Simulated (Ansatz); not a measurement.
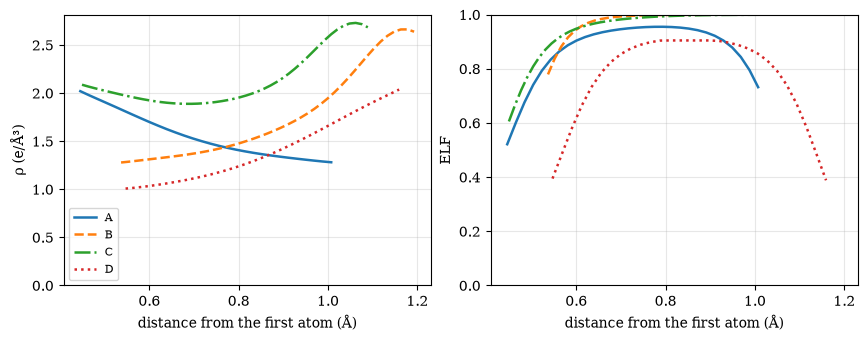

Figure 1: CH5B2Cl (SMILES BCBCl). Electron density and ELF along straight lines between neighbouring atoms. The curves leave out the atomic cores.

Geometry: PBE0-D4/def2-TZVP.

Method: Ansatz, RKS PBE0-D4/def2-TZVPP.

Input

```
crystal:
  periodic: [false, false, false]
  atoms:
    - {symbol: B, position_ang: [-0.636656, 1.154846, 0.049426]}
    - {symbol: C, position_ang: [0.107040, -0.080962, 0.628003]}
    - {symbol: B, position_ang: [0.576168, -0.961281, -0.557352]}
    - {symbol: Cl, position_ang: [-0.128037, -2.535984, -0.849158]}
    - {symbol: H, position_ang: [-0.060531, 1.908502, -0.680613]}
    - {symbol: H, position_ang: [-1.785772, 1.362934, 0.306874]}
    - {symbol: H, position_ang: [1.049880, 0.334281, 1.023431]}
    - {symbol: H, position_ang: [-0.442751, -0.625838, 1.393926]}
    - {symbol: H, position_ang: [1.409160, -0.602800, -1.331836]}
basis:
  gaussian: {orbitals: def2-TZVPP}
hamiltonian: {xc: pbe0, dispersion: d4}
output: {orbitals: {seedname: orbitals}}
```

Launched as:

```sh
ansatz run in.yaml --threads 2 --pin off --events-out ev --progress --plain --max-ram 4352MiB
```

### Which curve belongs to which contact (B–Cl, B–H, C–B and C–H)? The first atom named is at distance zero.

Curve A: C–B (1.55 Å): ρ at the midpoint is about 1.4 e/Å³; the ELF peaks at about 0.95 between the atoms; a covalent bond. Curve B: B–H (1.19 Å): the density is about 1.3 e/Å³ at the midpoint; the ELF climbs to about 1 towards the hydrogen, as it does in any bond to H: a covalent bond by its length. Curve C: C–H (1.09 Å): ρ at the midpoint is about 2 e/Å³; the ELF climbs to about 1 towards the hydrogen (a covalent bond by its length). Curve D: B–Cl (1.75 Å): ρ is about 1.4 e/Å³ halfway; the ELF peaks at about 0.90 between the atoms; a polar covalent bond.
